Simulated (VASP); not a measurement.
Band structure of FeAl (CsCl type). Method: PBE GGA, VASP's PBE PAW potentials (set 64) (plane waves; VASP).

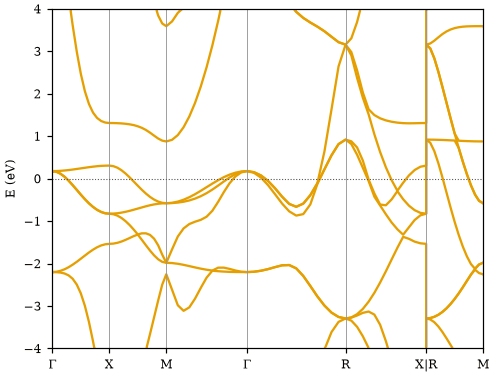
Figure. Bands along high-symmetry lines, zero at the valence-band maximum or, without a gap, the Fermi level

Task: Read the plot: is there a gap, and where are the band edges?

Result: It has no gap at this level: it comes out as a metal or semimetal. (Edges off the drawn lines would not show.)

The compound is FeAl in the CsCl type structure. It was relaxed first. The run is not spin-polarised, so no magnetic state was tried. The electron count is odd and the run is not spin-polarised, which forces a metal.
